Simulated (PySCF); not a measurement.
# Si5H12O: one change and its effect

System: Si5H12O, SMILES [SiH3]O[Si@@H]([SiH3])[SiH2][SiH3].
Method of the first run: TDDFT HF/def2-SVPD, vertical, gas phase, core orbitals frozen in the response (PySCF 2.14.0).

The geometry comes from this level: PBE0-D3(BJ)/def2-SVP. Text and figures count atoms from 1; the logs count them from 0 in places.

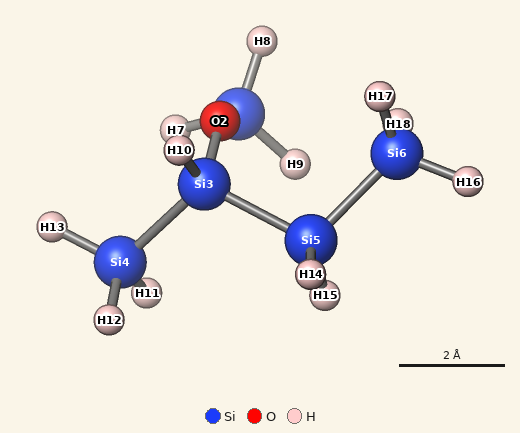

**Figure 1.** The structure (ball-and-stick view, seen at a tilt; atoms are numbered from 1 in the order of the input).

### Input file, the first run
```
{"job": {"kind": "uv", "xc": "HF", "basis": "def2-SVPD", "ip": true}, "charge": 0, "multiplicity": 1}
Si    -1.293761     2.083839     0.083232
O     -0.706808     0.831627     1.004444
Si    -0.397613    -0.806127     0.840166
Si    -2.265032    -1.899534    -0.075975
Si     1.492533    -1.016338    -0.543423
Si     2.870866     0.812303    -0.035907
H     -2.768271     1.931184    -0.107018
H     -1.005508     3.362064     0.789076
H     -0.638310     2.086394    -1.261287
H     -0.079194    -1.346742     2.196448
H     -2.573881    -1.292200    -1.408854
H     -1.949816    -3.349139    -0.269953
H     -3.471966    -1.771835     0.798266
H      2.198624    -2.311426    -0.286008
H      1.096984    -0.968015    -1.987766
H      4.153868     0.770620    -0.802915
H      3.178001     0.809717     1.427097
H      2.151425     2.079510    -0.371757
```

The first line tells a small driver script what to run in PySCF; the rest is the geometry in Å.

Hardware: 1 CPU thread, shared host.

### Output (the first run)
```
final grid: 135304 points
cycle   1  E = -1525.9523776802  dE = -3.570e-01  |g| = 6.105e-01  |ddm| = 4.474e+00
cycle   2  E = -1526.0476694287  dE = -9.529e-02  |g| = 3.711e-01  |ddm| = 1.463e+00
cycle   3  E = -1526.0770323508  dE = -2.936e-02  |g| = 8.322e-02  |ddm| = 4.805e-01
cycle   4  E = -1526.0800156633  dE = -2.983e-03  |g| = 1.242e-02  |ddm| = 2.846e-01
cycle   5  E = -1526.0801221824  dE = -1.065e-04  |g| = 3.082e-03  |ddm| = 5.435e-02
cycle   6  E = -1526.0801304653  dE = -8.283e-06  |g| = 8.288e-04  |ddm| = 1.424e-02
cycle   7  E = -1526.0801310195  dE = -5.542e-07  |g| = 1.802e-04  |ddm| = 3.356e-03
cycle   8  E = -1526.0801310482  dE = -2.864e-08  |g| = 3.609e-05  |ddm| = 9.733e-04
cycle   9  E = -1526.0801310494  dE = -1.278e-09  |g| = 9.534e-06  |ddm| = 2.115e-04
cycle  10  E = -1526.0801310495  dE = -7.685e-11  |g| = 2.649e-06  |ddm| = 5.075e-05
converged SCF energy = -1526.0801310495

Static polarisability (au): isotropic 138.397, principal 117.508 132.001 165.681

Singlet excitations
state   eV       nm        f      main configurations
  1   6.2680    197.8   0.11430   H->L 0.64
  2   6.9542    178.3   0.25573   H->L+6 0.45, H->L+1 0.12
  3   7.4609    166.2   0.15832   H->L+3 0.24, H->L+7 0.22
  4   7.7013    161.0   0.02792   H-2->L 0.28, H-1->L 0.20, H->L+3 0.09
  5   7.7997    159.0   0.07413   H->L+4 0.39, H->L+2 0.13, H->L+1 0.12
  6   8.0796    153.5   0.01770   H->L+3 0.17, H->L+1 0.16, H->L+7 0.15
  7   8.1465    152.2   0.05865   H->L+1 0.13, H->L+8 0.10
  8   8.2973    149.4   0.12050   H-2->L 0.20, H-1->L 0.15, H->L+8 0.13
  9   8.3646    148.2   0.59976   H->L+1 0.14, H->L+4 0.11, H->L+6 0.10
 10   8.6194    143.8   0.21073   H->L+8 0.29, H-1->L 0.11

Triplet excitations (Tamm-Dancoff, eV): 5.3284 5.9444 6.2776 6.5832
Vertical ionisation energy (delta-SCF) = 8.6472 eV
```

For the second run the input was changed thus:
```diff
-"xc": "HF"
+"xc": "PBE0"
```

Predict how the results change.

The total energies belong to different methods, so their difference says nothing on which is more stable or more accurate. The HOMO goes from −9.81 to −7.41 eV. The LUMO goes from 2.06 to −1.00 eV. The dipole moment goes from 0.43 to 0.36 D. The lowest excitation goes from 6.27 to 5.24 eV. The strongest computed line goes from 8.36 to 6.57 eV. The method changes from HF to PBE0. The SCF takes 12 iterations against 10.

### Output (the second run)
```
coarse grid: 16648 points
cycle   1  E = -1528.4682220392  dE = -1.580e-01  |g| = 6.964e-01  |ddm| = 4.855e+00
cycle   2  E = -1528.2003700091  dE =  2.679e-01  |g| = 1.334e+00  |ddm| = 2.361e+00
cycle   3  E = -1528.5611139018  dE = -3.607e-01  |g| = 6.524e-02  |ddm| = 1.644e+00
cycle   4  E = -1528.5621319605  dE = -1.018e-03  |g| = 2.771e-02  |ddm| = 2.225e-01
cycle   5  E = -1528.5624392650  dE = -3.073e-04  |g| = 4.405e-03  |ddm| = 7.248e-02
cycle   6  E = -1528.5624465769  dE = -7.312e-06  |g| = 1.011e-03  |ddm| = 1.158e-02
final grid: 135304 points
cycle   7  E = -1528.7557206024  dE = -1.082e-05  |g| = 5.643e-03  |ddm| = 6.440e-02
cycle   8  E = -1528.7557084806  dE =  1.212e-05  |g| = 9.727e-03  |ddm| = 1.660e-02
cycle   9  E = -1528.7557265861  dE = -1.811e-05  |g| = 3.369e-04  |ddm| = 1.093e-02
cycle  10  E = -1528.7557266260  dE = -3.989e-08  |g| = 7.783e-05  |ddm| = 8.724e-04
cycle  11  E = -1528.7557266285  dE = -2.532e-09  |g| = 2.109e-05  |ddm| = 2.444e-04
cycle  12  E = -1528.7557266287  dE = -1.805e-10  |g| = 4.274e-06  |ddm| = 5.579e-05
converged SCF energy = -1528.7557266287

Static polarisability (au): isotropic 152.270, principal 125.119 144.630 187.059

Singlet excitations
state   eV       nm        f      main configurations
  1   5.2365    236.8   0.04818   H->L 0.96
  2   6.0907    203.6   0.18906   H->L+1 0.82
  3   6.1596    201.3   0.00720   H-1->L 0.96
  4   6.3744    194.5   0.10112   H->L+2 0.65, H->L+3 0.20
  5   6.4394    192.5   0.00709   H->L+3 0.56, H-2->L 0.32, H->L+2 0.09
  6   6.5748    188.6   0.19335   H-2->L 0.57, H->L+3 0.21, H->L+2 0.13
  7   6.7613    183.4   0.00658   H->L+4 0.86
  8   6.8710    180.4   0.07515   H->L+5 0.87
  9   6.9281    179.0   0.01123   H->L+6 0.71
 10   7.0805    175.1   0.02696   H-1->L+1 0.61, H->L+6 0.13, H->L+7 0.08

Triplet excitations (Tamm-Dancoff, eV): 4.6640 5.3620 5.5955 5.8110
Vertical ionisation energy (delta-SCF) = 8.9572 eV
```

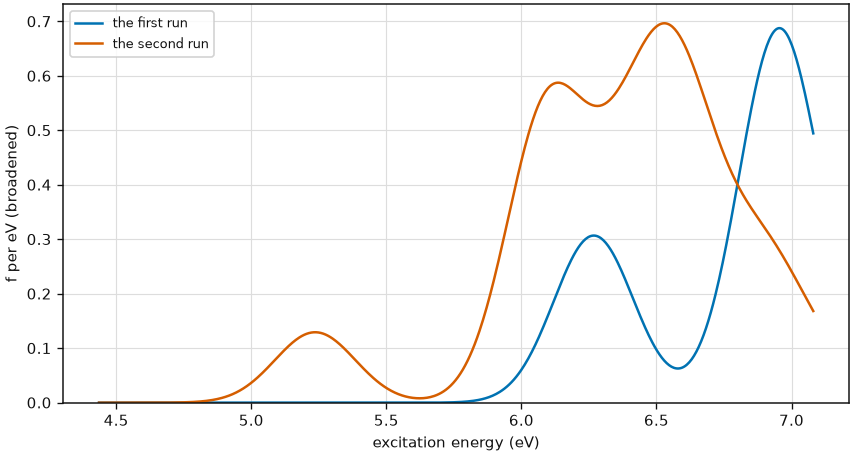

**Figure 2.** Absorption of the two runs from their computed states, each broadened by a Gaussian of 0.35 eV full width; the range ends where the shorter list of states ends.

### The two runs side by side

| quantity | the first run | the second run |
| --- | --- | --- |
| outcome | converged | converged |
| total energy (hartree) | −1526.080131 | −1528.755727 |
| HOMO (eV) | −9.81 | −7.41 |
| LUMO (eV) | 2.06 | −1.00 |
| dipole moment (D) | 0.43 | 0.36 |
| lowest excitation (eV) | 6.27 | 5.24 |
| SCF iterations | 10 | 12 |
| strongest computed line (eV) | 8.36 | 6.57 |
| basis functions | 239 | 239 |
| wall time (shared host) | 40 s | 5.1 min |
